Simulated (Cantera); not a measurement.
Charge: 1 mol (CH₃)₂SiCl₂, 0.77 mol HCl, 160 mol H₂, 0.95 mol CH₄, held at 750 Torr.

These are equilibrium values from Cantera (NASA tables, ideal gas, pure condensed phases), not measurements of a reactor. Candidate condensed phases: C, C₆H₆, C₇H₈, C₈H₁₈, Si, SiC; 109 gas species. The feed counts by its element totals alone. Gases not in the tables: Si₂H₆ and higher silanes. Kinetics and transport are ignored.

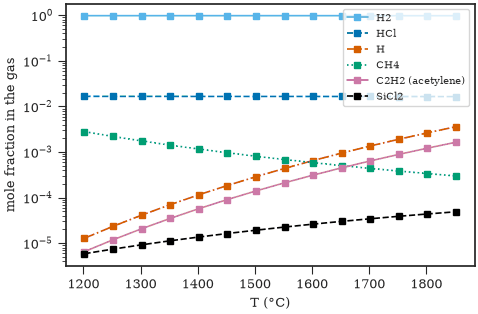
*Equilibrium gas composition (values under 1e-9 drawn at 1e-9)*

Question: Read off the mole fractions at 1602 °C.

Answer: H₂ about 0.98, HCl about 0.017, H about 0.00065, CH₄ about 0.00058, C₂H₂ (acetylene) about 0.00031, SiCl₂ about 2.6e-5.
